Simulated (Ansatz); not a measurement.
**Run report: AlPH₅Cl, molecular dynamics (part 1 of 3)**

System: AlPH₅Cl.
Method: RKS PBE/def2-SVP (Ansatz 0.2.0).

It belongs to a series of runs on one base structure; here: dynamics from the highest image of the converged band. Figures and captions count atoms from 1; the log counts them from 0 in places.

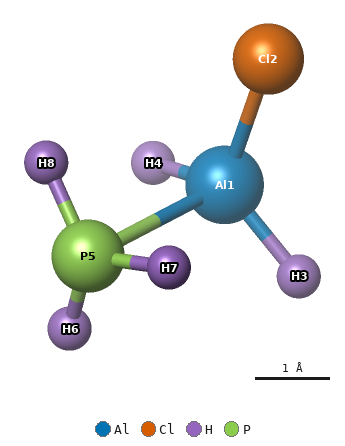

Figure 1. The input geometry (ball-and-stick view, seen at a tilt; atoms are numbered from 1 in the order of the input). Sticks mark near contacts.

## Summary

```csv
quantity,value
outcome,finished
mean temperature over the second half,711 K
trajectory,"200 steps, 100 fs"
ensemble,nve
temperature in the input,100.0 K
time step,0.5 fs
potential energy (last step),−28467.4584 eV
mean-field energy (last step),−28467.4584 eV
largest force (length of the vector) (last step),1.743 eV/Å
hardware,"1 thread of Arm Neoverse V1, 24 GiB of memory available, shared host"
wall time,7.2 min
peak memory,0.15 GiB
```

So short a trajectory is not equilibrated.

## Input
```yaml
crystal:
  periodic: [false, false, false]
  atoms:
    - { symbol: Al, position_ang: [0.066034, -0.109526, 0.179074] }
    - { symbol: Cl, position_ang: [0.618819, 0.72729, 2.090902] }
    - { symbol: H, position_ang: [1.218194, -0.141785, -0.93464] }
    - { symbol: H, position_ang: [-1.488393, -0.023525, -0.202366] }
    - { symbol: P, position_ang: [0.141496, -2.725111, 0.915719] }
    - { symbol: H, position_ang: [-0.292256, -3.009823, -0.390593] }
    - { symbol: H, position_ang: [1.504064, -2.468045, 1.140731] }
    - { symbol: H, position_ang: [-0.798958, -2.310476, 1.873075] }
basis:
  gaussian: { orbitals: def2-SVP }
hamiltonian:
  xc: pbe
md:
  timestep: 0.5
  n_steps: 200
  ensemble: nve
  temperature: 100.0
  initial_velocities: maxwell_boltzmann
  seed: 5899
```

Command:
```bash
ansatz run input.yaml --threads 1 --pin off --max-ram 2048MiB --backend cpu --events-out ev --progress --plain --runs-dir out
```

## What the program printed
```
Engine: ansatz 0.2.0, aarch64-unknown-linux-gnu
Functional definition: PBE
  parameter kappa = 0.804
  parameter beta = 0.06672455060314922
  exchange = pbe_x(kappa = kappa, mu = beta*pi^2/3)
  correlation = pbe_c(beta = beta)
885 factors; their error is unknown
mean field evaluation 1: about -28466.1733 eV, gradient 1.8e1 eV
mean field evaluation 2: about -28466.7058 eV, gradient 1.5e1 eV
mean field evaluation 4: about -28467.4306 eV, gradient 8.5e-1 eV
mean field evaluation 8: about -28467.4000 eV, gradient 9.0e-2 eV
mean field -28467.40004697 eV, -1046.1576558295 hartree, gradient 4.3e-5 eV, S^2 0.000000; 0 other end points of the search recorded, 0 dependent functions left out
the calculation of the forces begins
reference -28467.40008494 eV, -1046.1576572247 hartree; 25, 25 occupied and 54, 54 virtual orbitals, 885 factors
md step     0: t =     0.00 fs  T =   100.0 K  F+E_penalty+E_count = -28467.40004697 eV  E_kin = 0.077556 eV  conserved = -28467.32249098 eV  (23 SCF iters)
these checks for a lower state are left out or cut short: starts, cluster_reference, orbital_swaps, neighbouring_geometries, increment
885 factors; their error is unknown
mean field evaluation 16: about -28467.4317 eV, gradient 4.2e-1 eV
mean field -28467.39887603 eV, -1046.1576127982 hartree, gradient 1.2e-5 eV, S^2 0.000000; 0 other end points of the search recorded, 0 dependent functions left out
the calculation of the forces begins
reference -28467.39891406 eV, -1046.1576141957 hartree; 25, 25 occupied and 54, 54 virtual orbitals, 885 factors
md step     1: t =     0.50 fs  T =    98.5 K  F+E_penalty+E_count = -28467.39887603 eV  E_kin = 0.076401 eV  conserved = -28467.32247510 eV  (28 SCF iters)
[... from here on the SCF iterations and repeated set-up lines of each step are left out, up to the last step ...]
md step     2: t =     1.00 fs  T =    94.5 K  F+E_penalty+E_count = -28467.39572857 eV  E_kin = 0.073294 eV  conserved = -28467.32243458 eV  (28 SCF iters)
md step     3: t =     1.50 fs  T =    88.8 K  F+E_penalty+E_count = -28467.39124135 eV  E_kin = 0.068863 eV  conserved = -28467.32237885 eV  (28 SCF iters)
md step     4: t =     2.00 fs  T =    82.5 K  F+E_penalty+E_count = -28467.38629466 eV  E_kin = 0.063975 eV  conserved = -28467.32231951 eV  (28 SCF iters)
md step     5: t =     2.50 fs  T =    76.8 K  F+E_penalty+E_count = -28467.38182897 eV  E_kin = 0.059561 eV  conserved = -28467.32226806 eV  (28 SCF iters)
md step     6: t =     3.00 fs  T =    72.8 K  F+E_penalty+E_count = -28467.37866313 eV  E_kin = 0.056430 eV  conserved = -28467.32223342 eV  (22 SCF iters)
md step     7: t =     3.50 fs  T =    71.1 K  F+E_penalty+E_count = -28467.37734846 eV  E_kin = 0.055127 eV  conserved = -28467.32222119 eV  (21 SCF iters)
md step     8: t =     4.00 fs  T =    72.0 K  F+E_penalty+E_count = -28467.37807999 eV  E_kin = 0.055848 eV  conserved = -28467.32223236 eV  (21 SCF iters)
md step     9: t =     4.50 fs  T =    75.3 K  F+E_penalty+E_count = -28467.38067950 eV  E_kin = 0.058416 eV  conserved = -28467.32226364 eV  (27 SCF iters)
md step    10: t =     5.00 fs  T =    80.4 K  F+E_penalty+E_count = -28467.38464939 eV  E_kin = 0.062342 eV  conserved = -28467.32230782 eV  (27 SCF iters)
md step    11: t =     5.50 fs  T =    86.3 K  F+E_penalty+E_count = -28467.38928769 eV  E_kin = 0.066933 eV  conserved = -28467.32235505 eV  (27 SCF iters)
md step    12: t =     6.00 fs  T =    92.1 K  F+E_penalty+E_count = -28467.39384436 eV  E_kin = 0.071450 eV  conserved = -28467.32239458 eV  (27 SCF iters)
md step    13: t =     6.50 fs  T =    97.1 K  F+E_penalty+E_count = -28467.39769296 eV  E_kin = 0.075277 eV  conserved = -28467.32241644 eV  (27 SCF iters)
md step    14: t =     7.00 fs  T =   100.7 K  F+E_penalty+E_count = -28467.40048832 eV  E_kin = 0.078075 eV  conserved = -28467.32241342 eV  (27 SCF iters)
md step    15: t =     7.50 fs  T =   103.0 K  F+E_penalty+E_count = -28467.40227816 eV  E_kin = 0.079895 eV  conserved = -28467.32238307 eV  (27 SCF iters)
md step    16: t =     8.00 fs  T =   104.7 K  F+E_penalty+E_count = -28467.40353880 eV  E_kin = 0.081210 eV  conserved = -28467.32232921 eV  (27 SCF iters)
md step    17: t =     8.50 fs  T =   106.8 K  F+E_penalty+E_count = -28467.40511395 eV  E_kin = 0.082852 eV  conserved = -28467.32226167 eV  (24 SCF iters)
md step    18: t =     9.00 fs  T =   110.7 K  F+E_penalty+E_count = -28467.40805870 eV  E_kin = 0.085864 eV  conserved = -28467.32219462 eV  (26 SCF iters)
md step    19: t =     9.50 fs  T =   117.7 K  F+E_penalty+E_count = -28467.41341910 eV  E_kin = 0.091276 eV  conserved = -28467.32214278 eV  (26 SCF iters)
md step    20: t =    10.00 fs  T =   128.8 K  F+E_penalty+E_count = -28467.42200709 eV  E_kin = 0.099891 eV  conserved = -28467.32211645 eV  (26 SCF iters)
md step    21: t =    10.50 fs  T =   144.6 K  F+E_penalty+E_count = -28467.43424370 eV  E_kin = 0.112126 eV  conserved = -28467.32211793 eV  (26 SCF iters)
md step    22: t =    11.00 fs  T =   165.0 K  F+E_penalty+E_count = -28467.45012573 eV  E_kin = 0.127985 eV  conserved = -28467.32214059 eV  (27 SCF iters)
md step    23: t =    11.50 fs  T =   189.7 K  F+E_penalty+E_count = -28467.46932992 eV  E_kin = 0.147159 eV  conserved = -28467.32217112 eV  (27 SCF iters)
md step    24: t =    12.00 fs  T =   218.2 K  F+E_penalty+E_count = -28467.49141922 eV  E_kin = 0.169225 eV  conserved = -28467.32219419 eV  (27 SCF iters)
md step    25: t =    12.50 fs  T =   250.0 K  F+E_penalty+E_count = -28467.51608144 eV  E_kin = 0.193884 eV  conserved = -28467.32219737 eV  (27 SCF iters)
md step    26: t =    13.00 fs  T =   285.1 K  F+E_penalty+E_count = -28467.54332505 eV  E_kin = 0.221151 eV  conserved = -28467.32217439 eV  (26 SCF iters)
md step    27: t =    13.50 fs  T =   324.2 K  F+E_penalty+E_count = -28467.57357941 eV  E_kin = 0.251453 eV  conserved = -28467.32212667 eV  (27 SCF iters)
md step    28: t =    14.00 fs  T =   368.3 K  F+E_penalty+E_count = -28467.60767800 eV  E_kin = 0.285616 eV  conserved = -28467.32206245 eV  (26 SCF iters)
md step    29: t =    14.50 fs  T =   418.7 K  F+E_penalty+E_count = -28467.64673648 eV  E_kin = 0.324742 eV  conserved = -28467.32199473 eV  (25 SCF iters)
md step    30: t =    15.00 fs  T =   477.1 K  F+E_penalty+E_count = -28467.69195627 eV  E_kin = 0.370018 eV  conserved = -28467.32193863 eV  (25 SCF iters)
md step    31: t =    15.50 fs  T =   544.7 K  F+E_penalty+E_count = -28467.74439445 eV  E_kin = 0.422485 eV  conserved = -28467.32190912 eV  (25 SCF iters)
md step    32: t =    16.00 fs  T =   622.5 K  F+E_penalty+E_count = -28467.80473877 eV  E_kin = 0.482820 eV  conserved = -28467.32191874 eV  (25 SCF iters)
md step    33: t =    16.50 fs  T =   710.6 K  F+E_penalty+E_count = -28467.87312149 eV  E_kin = 0.551146 eV  conserved = -28467.32197581 eV  (25 SCF iters)
md step    34: t =    17.00 fs  T =   808.3 K  F+E_penalty+E_count = -28467.94899613 eV  E_kin = 0.626912 eV  conserved = -28467.32208398 eV  (25 SCF iters)
md step    35: t =    17.50 fs  T =   914.0 K  F+E_penalty+E_count = -28468.03108852 eV  E_kin = 0.708847 eV  conserved = -28467.32224156 eV  (25 SCF iters)
md step    36: t =    18.00 fs  T =  1025.0 K  F+E_penalty+E_count = -28468.11742598 eV  E_kin = 0.794984 eV  conserved = -28467.32244172 eV  (24 SCF iters)
md step    37: t =    18.50 fs  T =  1138.2 K  F+E_penalty+E_count = -28468.20543991 eV  E_kin = 0.882767 eV  conserved = -28467.32267325 eV  (24 SCF iters)
md step    38: t =    19.00 fs  T =  1249.7 K  F+E_penalty+E_count = -28468.29212953 eV  E_kin = 0.969208 eV  conserved = -28467.32292166 eV  (24 SCF iters)
md step    39: t =    19.50 fs  T =  1355.3 K  F+E_penalty+E_count = -28468.37426843 eV  E_kin = 1.051098 eV  conserved = -28467.32317092 eV  (24 SCF iters)
md step    40: t =    20.00 fs  T =  1450.9 K  F+E_penalty+E_count = -28468.44863054 eV  E_kin = 1.125225 eV  conserved = -28467.32340526 eV  (25 SCF iters)
md step    41: t =    20.50 fs  T =  1532.6 K  F+E_penalty+E_count = -28468.51221057 eV  E_kin = 1.188600 eV  conserved = -28467.32361071 eV  (25 SCF iters)
md step    42: t =    21.00 fs  T =  1597.1 K  F+E_penalty+E_count = -28468.56241642 eV  E_kin = 1.238640 eV  conserved = -28467.32377670 eV  (25 SCF iters)
md step    43: t =    21.50 fs  T =  1641.8 K  F+E_penalty+E_count = -28468.59721387 eV  E_kin = 1.273317 eV  conserved = -28467.32389695 eV  (24 SCF iters)
md step    44: t =    22.00 fs  T =  1664.9 K  F+E_penalty+E_count = -28468.61521083 eV  E_kin = 1.291241 eV  conserved = -28467.32396947 eV  (25 SCF iters)
md step    45: t =    22.50 fs  T =  1665.5 K  F+E_penalty+E_count = -28468.61568274 eV  E_kin = 1.291687 eV  conserved = -28467.32399551 eV  (25 SCF iters)
md step    46: t =    23.00 fs  T =  1643.4 K  F+E_penalty+E_count = -28468.59855465 eV  E_kin = 1.274577 eV  conserved = -28467.32397785 eV  (25 SCF iters)
md step    47: t =    23.50 fs  T =  1599.4 K  F+E_penalty+E_count = -28468.56435668 eV  E_kin = 1.240435 eV  conserved = -28467.32392130 eV  (25 SCF iters)
md step    48: t =    24.00 fs  T =  1534.8 K  F+E_penalty+E_count = -28468.51415594 eV  E_kin = 1.190325 eV  conserved = -28467.32383133 eV  (25 SCF iters)
md step    49: t =    24.50 fs  T =  1451.5 K  F+E_penalty+E_count = -28468.44947389 eV  E_kin = 1.125760 eV  conserved = -28467.32371429 eV  (25 SCF iters)
md step    50: t =    25.00 fs  T =  1352.1 K  F+E_penalty+E_count = -28468.37219614 eV  E_kin = 1.048619 eV  conserved = -28467.32357684 eV  (25 SCF iters)
md step    51: t =    25.50 fs  T =  1239.2 K  F+E_penalty+E_count = -28468.28448181 eV  E_kin = 0.961057 eV  conserved = -28467.32342527 eV  (24 SCF iters)
md step    52: t =    26.00 fs  T =  1115.9 K  F+E_penalty+E_count = -28468.18867795 eV  E_kin = 0.865413 eV  conserved = -28467.32326506 eV  (26 SCF iters)
md step    53: t =    26.50 fs  T =   985.3 K  F+E_penalty+E_count = -28468.08724921 eV  E_kin = 0.764149 eV  conserved = -28467.32310044 eV  (26 SCF iters)
md step    54: t =    27.00 fs  T =   850.7 K  F+E_penalty+E_count = -28467.98273622 eV  E_kin = 0.659804 eV  conserved = -28467.32293179 eV  (26 SCF iters)
md step    55: t =    27.50 fs  T =   715.6 K  F+E_penalty+E_count = -28467.87776008 eV  E_kin = 0.555003 eV  conserved = -28467.32275673 eV  (26 SCF iters)
md step    56: t =    28.00 fs  T =   583.4 K  F+E_penalty+E_count = -28467.77506889 eV  E_kin = 0.452498 eV  conserved = -28467.32257064 eV  (24 SCF iters)
md step    57: t =    28.50 fs  T =   458.0 K  F+E_penalty+E_count = -28467.67761271 eV  E_kin = 0.355244 eV  conserved = -28467.32236873 eV  (27 SCF iters)
md step    58: t =    29.00 fs  T =   343.6 K  F+E_penalty+E_count = -28467.58861350 eV  E_kin = 0.266464 eV  conserved = -28467.32214944 eV  (27 SCF iters)
md step    59: t =    29.50 fs  T =   244.6 K  F+E_penalty+E_count = -28467.51158161 eV  E_kin = 0.189664 eV  conserved = -28467.32191733 eV  (27 SCF iters)
md step    60: t =    30.00 fs  T =   165.7 K  F+E_penalty+E_count = -28467.45023053 eV  E_kin = 0.128544 eV  conserved = -28467.32168610 eV  (27 SCF iters)
md step    61: t =    30.50 fs  T =   111.9 K  F+E_penalty+E_count = -28467.40825325 eV  E_kin = 0.086775 eV  conserved = -28467.32147808 eV  (27 SCF iters)
md step    62: t =    31.00 fs  T =    87.2 K  F+E_penalty+E_count = -28467.38896228 eV  E_kin = 0.067640 eV  conserved = -28467.32132188 eV  (28 SCF iters)
md step    63: t =    31.50 fs  T =    94.9 K  F+E_penalty+E_count = -28467.39483510 eV  E_kin = 0.073588 eV  conserved = -28467.32124687 eV  (28 SCF iters)
md step    64: t =    32.00 fs  T =   136.4 K  F+E_penalty+E_count = -28467.42705184 eV  E_kin = 0.105776 eV  conserved = -28467.32127620 eV  (28 SCF iters)
md step    65: t =    32.50 fs  T =   211.1 K  F+E_penalty+E_count = -28467.48513450 eV  E_kin = 0.163714 eV  conserved = -28467.32142005 eV  (27 SCF iters)
md step    66: t =    33.00 fs  T =   316.1 K  F+E_penalty+E_count = -28467.56679047 eV  E_kin = 0.245119 eV  conserved = -28467.32167152 eV  (27 SCF iters)
md step    67: t =    33.50 fs  T =   446.1 K  F+E_penalty+E_count = -28467.66802065 eV  E_kin = 0.346013 eV  conserved = -28467.32200787 eV  (27 SCF iters)
md step    68: t =    34.00 fs  T =   594.5 K  F+E_penalty+E_count = -28467.78348122 eV  E_kin = 0.461086 eV  conserved = -28467.32239501 eV  (26 SCF iters)
md step    69: t =    34.50 fs  T =   753.3 K  F+E_penalty+E_count = -28467.90702462 eV  E_kin = 0.584229 eV  conserved = -28467.32279531 eV  (26 SCF iters)
md step    70: t =    35.00 fs  T =   914.3 K  F+E_penalty+E_count = -28468.03230181 eV  E_kin = 0.709127 eV  conserved = -28467.32317483 eV  (26 SCF iters)
md step    71: t =    35.50 fs  T =  1069.9 K  F+E_penalty+E_count = -28468.15331113 eV  E_kin = 0.829803 eV  conserved = -28467.32350802 eV  (26 SCF iters)
md step    72: t =    36.00 fs  T =  1213.4 K  F+E_penalty+E_count = -28468.26481685 eV  E_kin = 0.941038 eV  conserved = -28467.32377899 eV  (26 SCF iters)
md step    73: t =    36.50 fs  T =  1339.2 K  F+E_penalty+E_count = -28468.36261230 eV  E_kin = 1.038632 eV  conserved = -28467.32398014 eV  (25 SCF iters)
md step    74: t =    37.00 fs  T =  1443.5 K  F+E_penalty+E_count = -28468.44364353 eV  E_kin = 1.119533 eV  conserved = -28467.32411004 eV  (24 SCF iters)
md step    75: t =    37.50 fs  T =  1523.9 K  F+E_penalty+E_count = -28468.50602514 eV  E_kin = 1.181854 eV  conserved = -28467.32417107 eV  (25 SCF iters)
md step    76: t =    38.00 fs  T =  1579.3 K  F+E_penalty+E_count = -28468.54898105 eV  E_kin = 1.224812 eV  conserved = -28467.32416923 eV  (25 SCF iters)
md step    77: t =    38.50 fs  T =  1610.0 K  F+E_penalty+E_count = -28468.57272982 eV  E_kin = 1.248617 eV  conserved = -28467.32411285 eV  (25 SCF iters)
md step    78: t =    39.00 fs  T =  1617.3 K  F+E_penalty+E_count = -28468.57833061 eV  E_kin = 1.254319 eV  conserved = -28467.32401133 eV  (25 SCF iters)
md step    79: t =    39.50 fs  T =  1603.5 K  F+E_penalty+E_count = -28468.56750406 eV  E_kin = 1.243627 eV  conserved = -28467.32387663 eV  (25 SCF iters)
md step    80: t =    40.00 fs  T =  1571.4 K  F+E_penalty+E_count = -28468.54243282 eV  E_kin = 1.218713 eV  conserved = -28467.32372021 eV  (25 SCF iters)
md step    81: t =    40.50 fs  T =  1524.1 K  F+E_penalty+E_count = -28468.50556217 eV  E_kin = 1.182009 eV  conserved = -28467.32355346 eV  (25 SCF iters)
md step    82: t =    41.00 fs  T =  1464.8 K  F+E_penalty+E_count = -28468.45940905 eV  E_kin = 1.136023 eV  conserved = -28467.32338647 eV  (26 SCF iters)
md step    83: t =    41.50 fs  T =  1396.6 K  F+E_penalty+E_count = -28468.40639388 eV  E_kin = 1.083167 eV  conserved = -28467.32322729 eV  (26 SCF iters)
md step    84: t =    42.00 fs  T =  1322.4 K  F+E_penalty+E_count = -28468.34870412 eV  E_kin = 1.025621 eV  conserved = -28467.32308339 eV  (25 SCF iters)
md step    85: t =    42.50 fs  T =  1244.6 K  F+E_penalty+E_count = -28468.28818545 eV  E_kin = 0.965226 eV  conserved = -28467.32295986 eV  (25 SCF iters)
md step    86: t =    43.00 fs  T =  1164.8 K  F+E_penalty+E_count = -28468.22626595 eV  E_kin = 0.903406 eV  conserved = -28467.32286035 eV  (25 SCF iters)
md step    87: t =    43.50 fs  T =  1084.5 K  F+E_penalty+E_count = -28468.16391195 eV  E_kin = 0.841125 eV  conserved = -28467.32278668 eV  (26 SCF iters)
```
